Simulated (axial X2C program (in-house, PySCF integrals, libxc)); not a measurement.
# Relativistic diatomic calculation for InBr⁺

InBr⁺. The reference is closed-shell InBr²⁺; the roots are the vertical energy changes on adding an electron to it, which gives states of InBr⁺. The distance is the PBE0 minimum at charge 1. Computed at this level: EOM-EA-CCSD, two-component X2C with atomic mean-field Coulomb and Gaunt terms, In dyall-acv3z, Br dyall-acv3z (cores contracted) (axial X2C program (in-house, PySCF integrals, libxc)).

**Key numbers**

- outcome: converged
- HF energy of the reference InBr²⁺: −8478.67860 hartree
- MP2 energy of the reference InBr²⁺: −8479.28427 hartree
- CCSD energy of the reference InBr²⁺ (with the MP2 share of the virtual spinors left out of the coupled-cluster step): −8479.27878 hartree
- CCSD(T) energy of the reference InBr²⁺: −8479.28952 hartree
- T1 diagnostic (spinor form; for a closed shell √2 times the usual value): 0.053
- hardware: 1 thread of Arm Neoverse V2, 24 GiB of memory available, shared host
- wall time: 22 s
- peak memory: 1.1 GiB

**The input**
```
{"zs": [49, 35], "q": 1, "bas": ["dyall-acv3z", "dyall-acv3z"], "r0": 2.56, "eom": "ea", "thr": -2.0, "nmax": 92, "grid": [1, 0.96, 1.045, 0.92, 1.09, 1.15]}
```

The line is the task of a batch: nuclear charges, charge, bases, a first guess of the distance and further settings. This report covers the levels named above. The log is that of the reference distance 2.469 Å.

Launched within a batch (the task file carries these settings):
```bash
python <driver script> task.json out
```

**Output**
```
two-component X2C + atomic mean field  HF
basis functions 263  fitting functions 1381  grid points 5804
iter        total energy     max residual
   1      -8478.642786840     2.20e-01
   2      -8478.676847717     5.29e-03
   3      -8478.677915512     2.97e-03
   4      -8478.678150252     1.29e-03
   5      -8478.678279137     4.98e-04
   6      -8478.678397347     3.88e-04
   7      -8478.678486761     2.79e-04
   8      -8478.678583375     1.02e-04
   9      -8478.678597276     2.50e-05
  10      -8478.678597809     1.06e-05
  11      -8478.678597830     7.18e-06
  12      -8478.678597835     3.33e-06
  13      -8478.678597836     7.52e-07
converged
one-electron -12398.17655693  Coulomb 3805.51581454  exact exchange -249.32230659  xc functional 0.00000000  nuclear repulsion 367.57347782  atomic mean-field constant -4.26902668
correlated 18  virtual 340  natural virtual 84  E(MP2) -0.605672039  MP2 remainder -0.150182793
iter   CCSD correlation   residual
   1     -0.437298042   1.39e-01
   2     -0.446465712   6.72e-02
   3     -0.449911994   3.24e-02
   4     -0.449660911   1.34e-02
   5     -0.449713278   8.79e-03
   6     -0.449788897   7.65e-03
   7     -0.449826019   6.81e-03
   8     -0.449960685   4.60e-03
   9     -0.449999246   2.68e-03
  10     -0.449996189   1.12e-03
  11     -0.450000025   5.67e-04
  12     -0.450000590   2.25e-04
  13     -0.449999537   8.58e-05
  14     -0.450001582   2.77e-05
  15     -0.450001570   8.88e-06
(T) -0.01073451124089143  T1 0.0535  D1 0.1518  max T2 0.109
EOM-EA-CCSD roots
2*Omega      energy/Eh   energy/eV  one-particle weight
    1      -0.58779945    -15.9948      0.956
    1      -0.43101571    -11.7285      0.040
    1      -0.42699951    -11.6192      0.789
    1      -0.37313016    -10.1534      0.353
    1      -0.31136445     -8.4727      0.491
    3      -0.43916252    -11.9502      0.004
    3      -0.41831707    -11.3830      0.928
    3      -0.29663940     -8.0720      0.000
    3      -0.28348516     -7.7140      0.000
    5      -0.28931205     -7.8726      0.000
    5      -0.26978307     -7.3412      0.000
    7      -0.27517642     -7.4879      0.000
```

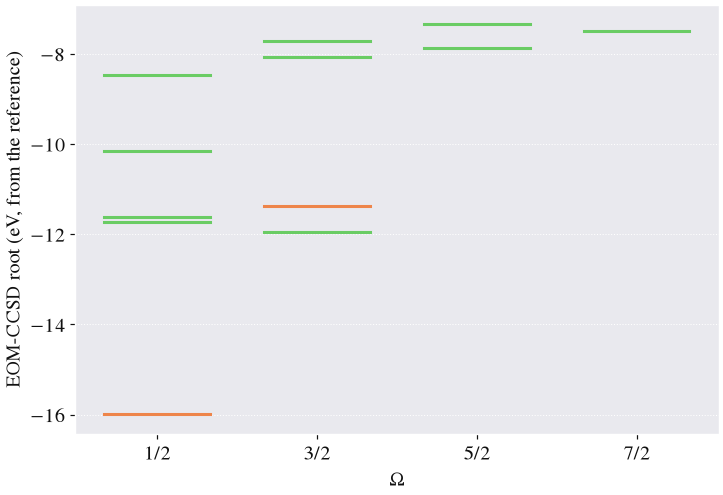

Figure 1. EOM-CCSD roots by Ω at 2.47 Å; roots whose one-particle weight is under 0.8 have the second colour. The lowest has Ω = 1/2 and lies at −15.995 eV, with one-particle weight 0.96. 10 of the 12 roots are less well described at this level.
